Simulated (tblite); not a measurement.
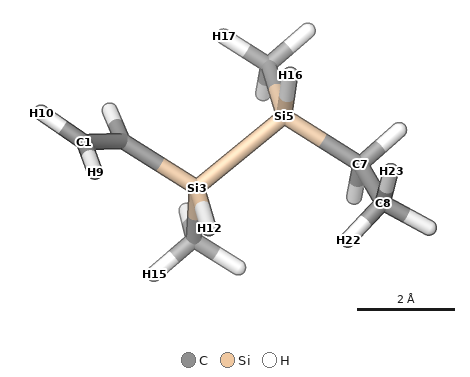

*The starting structure (stick view, seen at a tilt; atoms are numbered from 1 in the order of the input).*

Bond lengths as drawn: C–C 1.34 to 1.51 Å, C–H 1.08 to 1.11 Å, C–Si 1.83 to 1.88 Å, H–Si 1.49 Å and Si–Si 2.35 Å.

C$_{6}$H$_{16}$Si$_{2}$: geometry relaxation (part 1 of 2)

System: C$_{6}$H$_{16}$Si$_{2}$, SMILES C=C[Si@@H](C)[Si@H](C)CC.
Method: GFN2-xTB geometry optimisation, gas phase (tblite 0.8.0).

### Input
```
{"job": {"xc": "GFN2-xTB", "basis": "xTB", "kind": "relax"}, "charge": 0, "multiplicity": 1}
C      3.269700     1.732900    -0.627900
C      2.511200     0.868500     0.054600
Si     1.074200    -0.063300    -0.585800
C      1.287200    -1.883300    -0.430900
Si    -0.842400     0.555900     0.620500
C     -0.551900     0.157200     2.398500
C     -2.319600    -0.384300    -0.055300
C     -2.756900    -0.025700    -1.460400
H      3.065800     1.976100    -1.666200
H      4.100700     2.234200    -0.154400
H      2.758000     0.652200     1.099600
H      0.854500     0.284900    -2.018300
H      1.418600    -2.183900     0.633200
H      0.426200    -2.434700    -0.816200
H      2.164500    -2.220600    -0.976700
H     -1.087000     2.019200     0.478700
H      0.315400     0.709800     2.798300
H     -1.418600     0.422600     3.007000
H     -0.361100    -0.907800     2.551600
H     -2.101800    -1.460100    -0.000500
H     -3.167000    -0.204800     0.630800
H     -1.982100    -0.244600    -2.198500
H     -3.013900     1.039100    -1.534300
H     -3.655500    -0.619800    -1.739700
```

The first line tells a small driver script what to run in tblite; the rest is the geometry in Å.

Run on 1 CPU thread, shared host.

Launch command:
```bash
OMP_NUM_THREADS=1 python <driver script> task.json out
```

### The program's output
```
step      E/eV     max force
  0    -663.37665    2.295
  1    -663.54378    0.887
  2    -663.56689    0.755
  3    -663.58149    0.310
  4    -663.59624    0.311
  5    -663.60674    0.333
  6    -663.61543    0.229
  7    -663.62051    0.125
  8    -663.62412    0.150
  9    -663.62727    0.153
 10    -663.63011    0.147
 11    -663.63236    0.120
 12    -663.63435    0.107
 13    -663.63614    0.093
 14    -663.63750    0.068
 15    -663.63830    0.052
 16    -663.63883    0.052
 17    -663.63942    0.063
 18    -663.64015    0.065
 19    -663.64081    0.058
 20    -663.64127    0.041
 21    -663.64159    0.036
 22    -663.64159    0.036
 23    -663.64173    0.027
 24    -663.64198    0.024
 25    -663.64207    0.024
 26    -663.64225    0.038
 27    -663.64242    0.037
 28    -663.64261    0.048
 29    -663.64286    0.058
 30    -663.64312    0.047
 31    -663.64335    0.040
 32    -663.64354    0.029
 33    -663.64373    0.042
 34    -663.64395    0.049
 35    -663.64420    0.039
 36    -663.64444    0.033
 37    -663.64469    0.037
 38    -663.64497    0.059
 39    -663.64524    0.053
 40    -663.64545    0.031
 41    -663.64561    0.030
 42    -663.64579    0.041
 43    -663.64602    0.057
 44    -663.64625    0.046
 45    -663.64642    0.024
 46    -663.64654    0.024
 47    -663.64665    0.031
 48    -663.64676    0.034
 49    -663.64686    0.019
 50    -663.64693    0.017
 51    -663.64701    0.024
 52    -663.64711    0.037
 53    -663.64722    0.036
 54    -663.64731    0.020
 55    -663.64736    0.019
 56    -663.64742    0.017
 57    -663.64748    0.021
 58    -663.64754    0.017
 59    -663.64759    0.014
 60    -663.64763    0.016
 61    -663.64767    0.015
 62    -663.64770    0.011
 63    -663.64773    0.012
 64    -663.64777    0.019
 65    -663.64782    0.021
 66    -663.64786    0.019
 67    -663.64790    0.015
 68    -663.64793    0.014
 69    -663.64797    0.021
 70    -663.64803    0.023
 71    -663.64808    0.021
 72    -663.64812    0.015
 73    -663.64815    0.018
 74    -663.64819    0.023
 75    -663.64823    0.018
 76    -663.64827    0.013
 77    -663.64830    0.012
 78    -663.64834    0.019
 79    -663.64840    0.026
 80    -663.64849    0.027
 81    -663.64858    0.021
 82    -663.64867    0.021
 83    -663.64876    0.023
 84    -663.64885    0.023
 85    -663.64893    0.019
 86    -663.64899    0.016
 87    -663.64903    0.013
 88    -663.64907    0.012
 89    -663.64910    0.014
 90    -663.64913    0.012
 91    -663.64916    0.011
 92    -663.64919    0.021
 93    -663.64922    0.015
 94    -663.64924    0.013
 95    -663.64927    0.013
 96    -663.64931    0.016
 97    -663.64937    0.022
 98    -663.64943    0.023
 99    -663.64951    0.024
100    -663.64960    0.028
101    -663.64970    0.031
102    -663.64979    0.029
103    -663.64987    0.023
104    -663.64993    0.022
105    -663.64999    0.023
106    -663.65004    0.023
107    -663.65009    0.017
108    -663.65012    0.011
109    -663.65015    0.015
110    -663.65020    0.023
111    -663.65025    0.023
112    -663.65032    0.018
113    -663.65038    0.012
114    -663.65043    0.013
115    -663.65046    0.018
116    -663.65048    0.009
117    -663.65050    0.009
118    -663.65051    0.014
119    -663.65054    0.020
120    -663.65057    0.017
121    -663.65060    0.013
122    -663.65063    0.012
123    -663.65065    0.018
124    -663.65068    0.022
125    -663.65071    0.018
126    -663.65073    0.009
127    -663.65074    0.010
128    -663.65076    0.011
129    -663.65078    0.009
130    -663.65080    0.007
131    -663.65081    0.008
132    -663.65082    0.010
133    -663.65083    0.011
134    -663.65084    0.008
135    -663.65086    0.007
136    -663.65087    0.011
137    -663.65089    0.013
138    -663.65090    0.014
139    -663.65091    0.008
140    -663.65092    0.007
141    -663.65094    0.011
142    -663.65095    0.012
143    -663.65096    0.009
144    -663.65097    0.008
145    -663.65098    0.008
146    -663.65100    0.010
147    -663.65101    0.008
148    -663.65102    0.008
149    -663.65103    0.012
150    -663.65105    0.011
151    -663.65106    0.009
152    -663.65107    0.006
153    -663.65108    0.009
154    -663.65110    0.012
155    -663.65111    0.010
156    -663.65112    0.009
157    -663.65113    0.009
158    -663.65115    0.011
159    -663.65116    0.014
160    -663.65118    0.012
161    -663.65119    0.009
162    -663.65121    0.007
163    -663.65122    0.009
164    -663.65123    0.010
165    -663.65124    0.008
166    -663.65125    0.006
167    -663.65125    0.008
168    -663.65126    0.011
169    -663.65127    0.010
170    -663.65128    0.008
171    -663.65129    0.009
172    -663.65130    0.009
173    -663.65132    0.011
174    -663.65135    0.015
175    -663.65139    0.017
176    -663.65143    0.018
177    -663.65148    0.016
178    -663.65154    0.016
179    -663.65160    0.018
180    -663.65166    0.019
181    -663.65169    0.029
182    -663.65175    0.017
183    -663.65179    0.015
184    -663.65192    0.022
185    -663.65197    0.021
186    -663.65204    0.017
187    -663.65208    0.015
188    -663.65213    0.016
189    -663.65216    0.014
190    -663.65219    0.014
191    -663.65221    0.011
192    -663.65224    0.011
193    -663.65228    0.013
194    -663.65231    0.013
195    -663.65235    0.011
196    -663.65237    0.012
197    -663.65239    0.010
198    -663.65242    0.011
199    -663.65244    0.010
200    -663.65246    0.010
201    -663.65248    0.010
202    -663.65250    0.014
203    -663.65254    0.021
204    -663.65258    0.016
205    -663.65258    0.040
206    -663.65263    0.011
207    -663.65265    0.010
208    -663.65270    0.011
209    -663.65272    0.013
210    -663.65276    0.012
211    -663.65278    0.010
212    -663.65280    0.014
213    -663.65283    0.017
214    -663.65287    0.019
215    -663.65289    0.011
216    -663.65290    0.014
217    -663.65292    0.008
218    -663.65293    0.010
219    -663.65295    0.011
220    -663.65297    0.008
221    -663.65297    0.006
222    -663.65298    0.006
223    -663.65299    0.005
224    -663.65299    0.005
225    -663.65300    0.006
226    -663.65300    0.006
227    -663.65301    0.006
228    -663.65301    0.005
229    -663.65302    0.006
230    -663.65304    0.006
231    -663.65305    0.007
232    -663.65306    0.008
233    -663.65307    0.007
234    -663.65308    0.008
235    -663.65309    0.006
236    -663.65311    0.010
237    -663.65313    0.012
238    -663.65315    0.008
239    -663.65316    0.008
240    -663.65318    0.007
241    -663.65319    0.006
242    -663.65320    0.008
243    -663.65321    0.009
244    -663.65322    0.009
245    -663.65323    0.004
246    -663.65324    0.006
247    -663.65324    0.008
248    -663.65325    0.009
249    -663.65326    0.008
250    -663.65326    0.005
251    -663.65327    0.004
```

### Trajectory as extended XYZ (Å, eV, eV/Å), 12 frames, from step=0 to step=251
```
24
Properties=species:S:1:pos:R:3:forces:R:3 step=0 energy=-663.37665
C     3.2697    1.7329   -0.6279   -0.4190  -0.3940   0.4280
C     2.5112    0.8685    0.0546    1.4040   0.6700   0.1570
Si    1.0742   -0.0633   -0.5858   -1.8080   1.1830  -0.7750
C     1.2872   -1.8833   -0.4309    0.3120  -1.6530   0.6740
Si   -0.8424    0.5559    0.6205    0.8190   0.8470  -1.4850
C    -0.5519    0.1572    2.3985    0.2480  -0.1130   1.4840
C    -2.3196   -0.3843   -0.0553   -0.7010  -0.3590   0.4510
C    -2.7569   -0.0257   -1.4604   -0.5500  -0.1370  -0.4170
H     3.0658    1.9761   -1.6662    0.0730  -0.0960   0.3220
H     4.1007    2.2342   -0.1544    0.0100   0.0890  -0.1430
H     2.7580    0.6522    1.0996    0.1140   0.2390  -0.2850
H     0.8545    0.2849   -2.0183    0.2000  -0.1140   0.1250
H     1.4186   -2.1839    0.6332   -0.0540   0.1260  -0.7310
H     0.4262   -2.4347   -0.8162    0.1800   0.1100   0.0790
H     2.1645   -2.2206   -0.9767    0.0070  -0.1730   0.0500
H    -1.0870    2.0192    0.4787   -0.0940  -0.1930   0.1160
H     0.3154    0.7098    2.7983   -0.4400  -0.2760  -0.1630
H    -1.4186    0.4226    3.0070    0.1780  -0.0660   0.0680
H    -0.3611   -0.9078    2.5516   -0.0230   0.1880   0.0280
H    -2.1018   -1.4601   -0.0005   -0.1470   0.1670  -0.0550
H    -3.1670   -0.2048    0.6308    0.1330  -0.1840  -0.2670
H    -1.9821   -0.2446   -2.1985   -0.0360   0.0730   0.1850
H    -3.0139    1.0391   -1.5343    0.0970  -0.3500   0.0320
H    -3.6555   -0.6198   -1.7397    0.4990   0.4170   0.1200
24
Properties=species:S:1:pos:R:3:forces:R:3 step=22 energy=-663.64159
C     3.2864    1.7383   -0.6195    0.0210   0.0070  -0.0110
C     2.5530    0.8553    0.0386   -0.0020   0.0060   0.0220
Si    1.0336   -0.0313   -0.6457    0.0290  -0.0030  -0.0010
C     1.3114   -1.9133   -0.4489    0.0050   0.0020   0.0020
Si   -0.8484    0.5916    0.5852    0.0170  -0.0070   0.0080
C    -0.5763    0.1687    2.4276   -0.0010   0.0080  -0.0030
C    -2.3751   -0.3885   -0.0200    0.0080   0.0070   0.0150
C    -2.7697   -0.0282   -1.4465   -0.0070  -0.0060   0.0160
H     3.0814    1.9871   -1.6486   -0.0150   0.0020   0.0160
H     4.1263    2.2513   -0.1737    0.0050  -0.0100  -0.0120
H     2.8155    0.6508    1.0713    0.0030  -0.0100  -0.0080
H     0.9911    0.2505   -2.0946   -0.0220   0.0020   0.0010
H     1.4410   -2.1840    0.5962    0.0000   0.0070  -0.0240
H     0.4576   -2.4699   -0.8265    0.0290  -0.0010   0.0010
H     2.1919   -2.2551   -0.9862   -0.0160   0.0060   0.0030
H    -1.1964    2.0280    0.5261    0.0060  -0.0130  -0.0110
H     0.2796    0.7094    2.8216   -0.0220  -0.0070   0.0000
H    -1.4365    0.4291    3.0382    0.0160  -0.0180  -0.0060
H    -0.3833   -0.8924    2.5647   -0.0200   0.0270   0.0120
H    -2.1639   -1.4593    0.0277   -0.0290   0.0120   0.0080
H    -3.2259   -0.2136    0.6414    0.0000   0.0000  -0.0210
H    -1.9532   -0.2387   -2.1351   -0.0190  -0.0030   0.0090
H    -3.0090    1.0303   -1.5215    0.0040  -0.0080   0.0060
H    -3.6431   -0.5962   -1.7643    0.0090   0.0000  -0.0220
24
Properties=species:S:1:pos:R:3:forces:R:3 step=45 energy=-663.64642
C     3.2956    1.7356   -0.6247   -0.0010  -0.0160  -0.0070
C     2.5749    0.8398    0.0309    0.0080   0.0190   0.0120
Si    1.0372   -0.0315   -0.6349    0.0100   0.0060   0.0010
C     1.3507   -1.9092   -0.4664   -0.0030  -0.0070  -0.0080
Si   -0.8539    0.5702    0.5924    0.0090   0.0080  -0.0110
C    -0.6081    0.1743    2.4424   -0.0040   0.0000   0.0120
C    -2.4039   -0.3793   -0.0046    0.0020  -0.0080  -0.0030
C    -2.7728   -0.0369   -1.4418   -0.0040   0.0030  -0.0090
H     3.0524    2.0215   -1.6351   -0.0080   0.0100  -0.0040
H     4.1615    2.2204   -0.1975   -0.0120  -0.0040  -0.0020
H     2.8756    0.5965    1.0441   -0.0030  -0.0140   0.0110
H     0.9617    0.2808   -2.0769   -0.0030  -0.0160   0.0040
H     1.4849   -2.1947    0.5739    0.0060   0.0120  -0.0150
H     0.5117   -2.4798   -0.8540    0.0030  -0.0080  -0.0080
H     2.2389   -2.2210   -1.0087   -0.0020  -0.0030   0.0030
H    -1.1788    2.0092    0.4976   -0.0050   0.0170   0.0140
H     0.2376    0.7258    2.8417   -0.0030  -0.0040   0.0070
H    -1.4789    0.4372    3.0354   -0.0090   0.0110   0.0030
H    -0.4151   -0.8828    2.6020    0.0070  -0.0010  -0.0040
H    -2.2339   -1.4552    0.0678    0.0050  -0.0090   0.0170
H    -3.2559   -0.1598    0.6419    0.0060  -0.0020  -0.0050
H    -1.9461   -0.2590   -2.1134    0.0050  -0.0020  -0.0050
H    -3.0056    1.0213   -1.5311    0.0060   0.0140  -0.0120
H    -3.6416   -0.6037   -1.7736   -0.0090  -0.0060   0.0100
24
Properties=species:S:1:pos:R:3:forces:R:3 step=68 energy=-663.64793
C     3.2859    1.7348   -0.6238   -0.0030  -0.0020  -0.0020
C     2.5793    0.8271    0.0302    0.0090   0.0070   0.0000
Si    1.0354   -0.0359   -0.6297   -0.0110   0.0080   0.0000
C     1.3642   -1.9123   -0.4834    0.0000  -0.0080  -0.0040
Si   -0.8493    0.5807    0.6000   -0.0040   0.0000  -0.0040
C    -0.6264    0.1829    2.4531    0.0000   0.0010   0.0040
C    -2.4005   -0.3661    0.0005   -0.0010   0.0010   0.0030
C    -2.7645   -0.0459   -1.4437    0.0000  -0.0030   0.0050
H     3.0169    2.0423   -1.6212   -0.0020   0.0050  -0.0080
H     4.1617    2.2117   -0.2089   -0.0050   0.0020   0.0100
H     2.8991    0.5592    1.0313    0.0100   0.0010   0.0060
H     0.9456    0.2777   -2.0702    0.0020   0.0000  -0.0050
H     1.5053   -2.2092    0.5524   -0.0040   0.0050  -0.0010
H     0.5337   -2.4898   -0.8785   -0.0070  -0.0020  -0.0020
H     2.2562   -2.2041   -1.0304    0.0030  -0.0110  -0.0030
H    -1.1678    2.0228    0.5116    0.0030  -0.0040  -0.0010
H     0.2133    0.7327    2.8668   -0.0010   0.0000   0.0020
H    -1.5067    0.4467    3.0319    0.0010   0.0030   0.0030
H    -0.4365   -0.8746    2.6145    0.0020   0.0000  -0.0030
H    -2.2364   -1.4419    0.0939   -0.0030   0.0050  -0.0040
H    -3.2533   -0.1320    0.6406   -0.0030   0.0020  -0.0070
H    -1.9437   -0.2984   -2.1122   -0.0030  -0.0050   0.0040
H    -2.9776    1.0146   -1.5580    0.0100  -0.0020   0.0080
H    -3.6458   -0.6031   -1.7592    0.0050  -0.0030  -0.0030
```
